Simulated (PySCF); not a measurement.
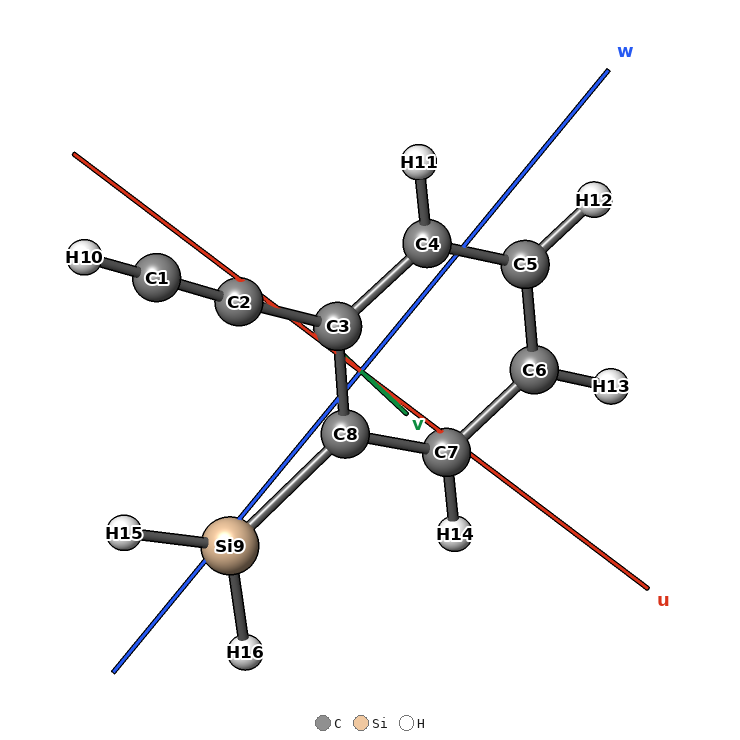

The lines u, v and w are the principal axes of the g tensor. The species is neutral and a spin doublet. The geometry was computed by an optimisation with GFN2-xTB. No frequency run is at hand to confirm it as a minimum. Properties computed with UKS B3LYP, pcH-1 on C H Si, non-relativistic, mean-field spin-orbit, GIAO (PySCF 2.14.0).

Along which axis does g lie farthest from the free-electron value?

Along w (in the molecular plane, nearly parallel to the C8–Si9 bond): the shift is 2518 ppm.

Give the principal values and shifts.

```
axis        g  shift (ppm)
   u  2.00370         1382
   v  2.00219         −131
   w  2.00484         2518
```

The geometry is semi-empirical. Around Si such bond lengths and angles can be off by a tenth of an ångström or more and by several degrees, and values that hang on the shape move with them.
